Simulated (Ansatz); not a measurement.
# Single-point calculation, with input and output: AlBSiH6

System: AlBSiH6, SMILES [BH2][AlH][SiH3].
Method: RKS PBE0-D4/def2-TZVPP (Ansatz 0.2.0).

The geometry comes from this level: PBE0-D4/def2-TZVP.

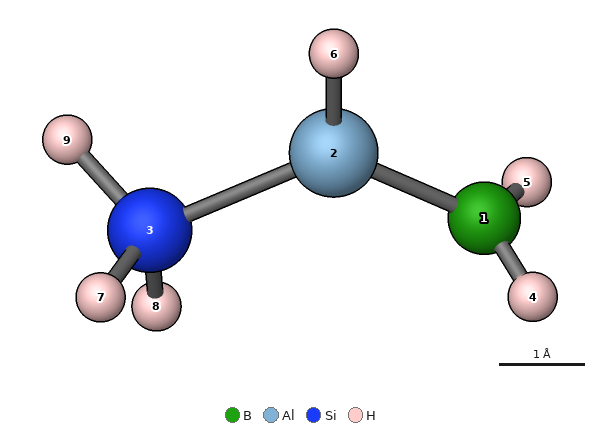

Fig. 1: The structure (ball-and-stick view, seen at a tilt; atoms are numbered from 1 in the order of the input). Sticks mark near contacts.

**Key numbers**

```csv
quantity,value
outcome,converged
total energy,−15239.8326 eV
mean-field energy,−15239.7095 eV
dispersion energy,−0.1231 eV
SCF solution under orbital rotations,stable
HOMO,−7.19 eV
LUMO,−2.41 eV
hardware,"2 threads of AMD EPYC, 23 GiB of memory available, shared host"
wall time,1.9 s (CPU time 3.6 s)
peak memory,0.37 GiB
```

**The input**
```yaml
crystal:
  periodic: [false, false, false]
  atoms:
    - {symbol: B, position_ang: [-1.144528, 1.030239, -1.599186]}
    - {symbol: Al, position_ang: [0.282409, 0.910839, -0.051042]}
    - {symbol: Si, position_ang: [0.658787, -1.208274, 1.153160]}
    - {symbol: H, position_ang: [-0.882622, 0.770694, -2.741529]}
    - {symbol: H, position_ang: [-2.291789, 1.324636, -1.404770]}
    - {symbol: H, position_ang: [1.172659, 2.165435, 0.370032]}
    - {symbol: H, position_ang: [1.972256, -1.794053, 0.750799]}
    - {symbol: H, position_ang: [-0.382181, -2.238443, 0.874702]}
    - {symbol: H, position_ang: [0.703408, -1.007270, 2.630634]}
basis:
  gaussian: {orbitals: def2-TZVPP}
hamiltonian: {xc: pbe0, dispersion: d4}
output: {orbitals: {seedname: orbitals}}
```

Launched with:
```bash
ansatz run in.yaml --threads 2 --pin off --events-out ev --progress --plain --max-ram 4352MiB
```

**Log**
```
Functional definition: PBE0
  name "PBE0"
  cite "Adamo & Barone, J. Chem. Phys. 110, 6158 (1999) doi:10.1063/1.478522"
  cite "Perdew, Burke & Ernzerhof, Phys. Rev. Lett. 77, 3865 (1996) doi:10.1103/PhysRevLett.77.3865"
  parent pbe
  parameter a = 0.25
  parameter kappa = 0.804
  parameter beta = 0.06672455060314922
  exchange = (1 - a)*pbe_x(kappa = kappa, mu = beta*pi^2/3) + a*exact_x
  correlation = pbe_c(beta = beta)
1114 factors; their error is unknown
mean field evaluation 1: about -15238.1697 eV, gradient 2.1e1 eV
mean field evaluation 2: about -15238.9860 eV, gradient 1.4e1 eV
mean field evaluation 4: about -15239.6885 eV, gradient 6.3e-1 eV
mean field evaluation 8: about -15239.7094 eV, gradient 2.6e-1 eV
mean field -15239.70944067 eV, -560.0489920986 hartree, gradient 4.0e-5 eV, S^2 0.000000; 0 other end points of the search recorded, 0 dependent functions left out
reference -15239.70948053 eV, -560.0489935634 hartree; 19, 19 occupied and 180, 180 virtual orbitals, 1114 factors
Total energy: -15239.83256895 eV, -560.0535169792 hartree
```

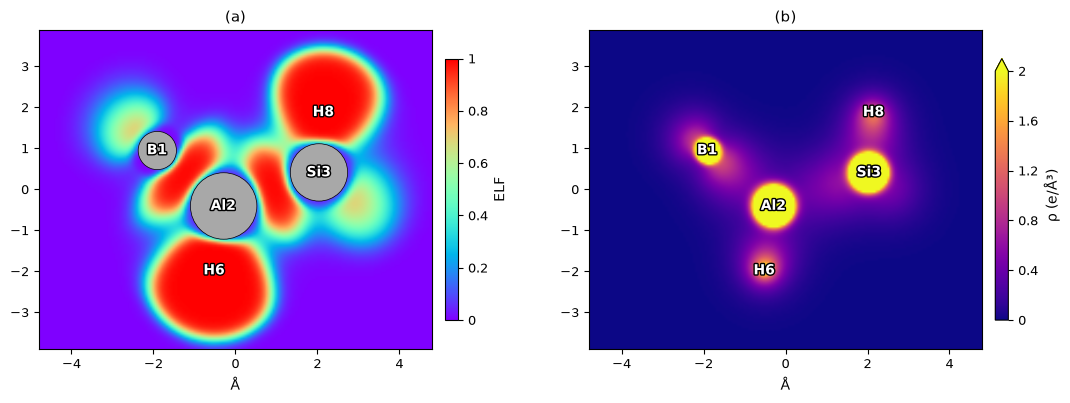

Fig. 2: (a) electron localisation function; (b) total electron density on the plane of atoms B1, Al2 and H6. Grey discs, where drawn, cover atomic cores. Atoms in the plane: B, Al, Si and H. Si–H (1.49 Å): ρ at the midpoint is about 0.79 e/Å³; the ELF climbs to about 1 towards the hydrogen, as it does in any bond to H. Al–H (1.59 Å): ρ is about 0.54 e/Å³ halfway; the ELF climbs to about 1 towards the hydrogen.

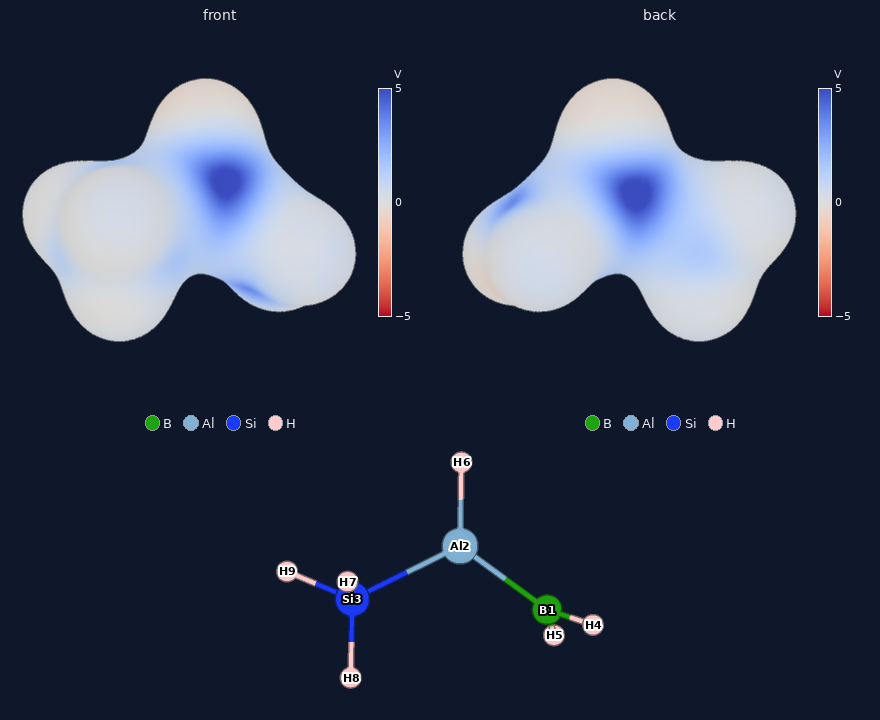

Fig. 3: The molecular electrostatic potential painted on the density surface at 0.004 e/bohr³, seen at a tilt and from behind; red is negative and blue positive. The bare structure is drawn below in the same view. A positive charge is drawn to the negative regions and a negative charge to the positive ones.

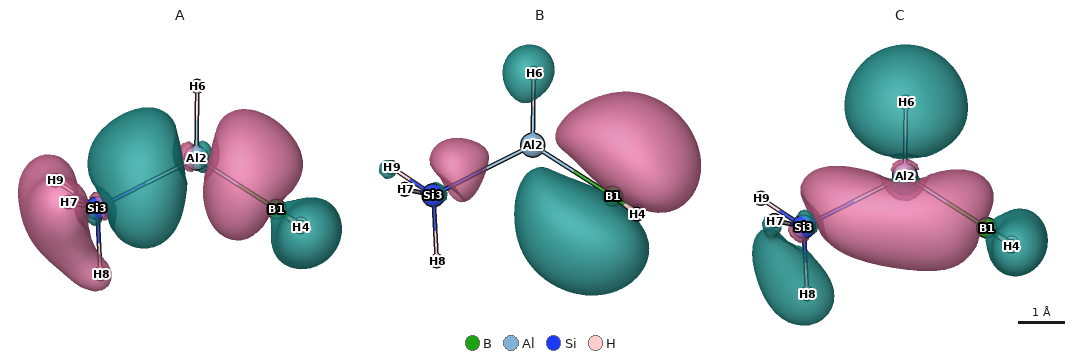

Fig. 4: Three frontier orbitals at ±0.08 Å⁻³ᐟ² (teal and pink are the two phases). C is the HOMO−1 (−8.00 eV). It lies mainly on Al2 (30 %), H6 (30 %), B1 (15 %) and Si3 (15 %). A is the HOMO (−7.19 eV). By Hirshfeld shares it lies mainly on Si3 (30 %), Al2 (30 %) and B1 (25 %). B is the LUMO (−2.41 eV). By Hirshfeld shares it lies mainly on B1 (60 %) and Al2 (15 %). The HOMO–LUMO gap is 4.78 eV between the orbital energies.

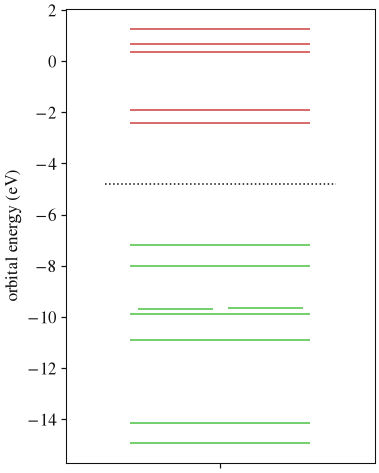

Fig. 5: Orbital energies near the frontier; the dotted line parts filled from empty levels, and levels within 0.02 eV of each other stand side by side. Highest filled −7.19 eV, lowest empty −2.41 eV, 4.78 eV apart.
